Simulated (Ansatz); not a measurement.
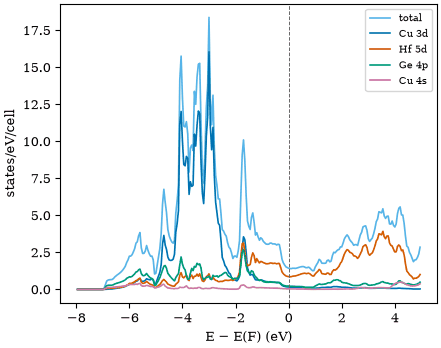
Figure. Total and projected density of states of HfCuGe in space group I4/mmm (No. 139; Hf on 4e, Cu on 4c, Ge on 4e), plane-wave PAW r²SCAN (Ansatz code)

Question: Which orbitals carry the states next to the Fermi level?

Answer: Within 0.5 eV of the Fermi level: Hf 5d 61 %, Ge 4p 15 %, Cu 3d 12 %, outside the projected shells 6 %. Projections are on Löwdin-orthogonalised atomic valence shells; empty p or d shells of many metals are not among them.

Question: Where is the tallest occupied peak in this window, and what makes it?

Answer: Near -3.0 eV, about 18 states/eV per cell; the largest projected share is Cu 3d.

The first step of the workflow began from a Materials Project structure, measured or hypothetical; the Crystallography Open Database copy checked does not list it. Its standing as an ambient phase is unchecked. The r²SCAN relaxation kept the symmetry of its start; whether a distortion lowers the energy is not shown. No spin polarisation was allowed. Spin–orbit coupling is left out wherever it is not named.

Potentials: the later of the program's two PAW sets.
